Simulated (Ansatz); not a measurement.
AlRu (CsCl type), scan of one atom of the cell

AlRu (CsCl type)

```
CELL_PARAMETERS angstrom
      6.00740     0.00000     0.00000
      0.00000     3.00370     0.00000
      0.00000     0.00000     3.00370
ATOMIC_POSITIONS crystal
  Al 0.00000 0.00000 0.00000
  Al 0.50000 0.00000 0.00000
  Ru 0.25000 0.50000 0.50000
  Ru 0.75000 0.50000 0.50000
```

In this cell atom 4 (Ru, nearest neighbour Al at 2.601 Å; its periodic images, 3.0 Å or more away, move with it) is moved by s along Cartesian z, unit vector (0.000, 0.000, 1.000); all other atoms and the cell stay fixed.

Level of theory: PBE (plane waves to 420 eV, PAW, scalar-relativistic; Ansatz, a first-principles code). k mesh 6×12×12 (Γ-centred), Fermi-Dirac smearing 0.05 eV. Energies are smeared free energies. Compression counts positive. With partly filled bands, energies and forces of such displacements shift with the k mesh and the smearing. AlRu is run without spin polarisation. AlRu was relaxed with its symmetry unable to fall. ΔE is measured from the undisplaced structure.

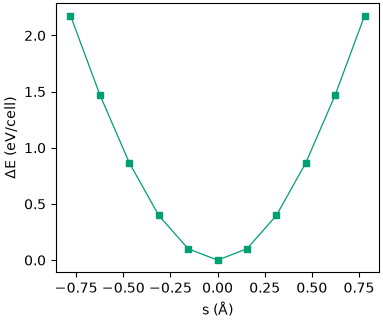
*ΔE (eV/cell) against s (Å); one marker a computed point.*

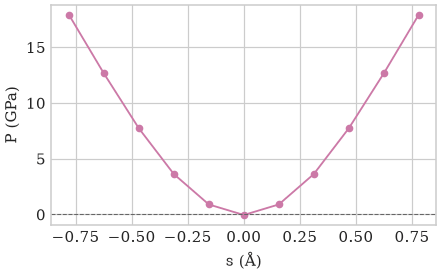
P (GPa) against s (Å); one marker a computed point.

The energy at s = 0.780 Å is 2177 meV/cell and the force along the line at s = -0.780 Å is 4.71 eV/Å. Harmonic estimate at the end of the scan: ½ks² = 2537 meV/cell against the computed 2177 meV/cell, so the well is softer than harmonic there. Shape of the curve: a single well with its minimum at or next to zero displacement. Symmetry of the curve: even: the same for both signs.

With its periodic images moving along, the atom's site symmetry in this cell is 4/mmm.

(A displaced cell: forces are minus the slopes of the energy, force constants its curvatures, and phonons follow from these.)
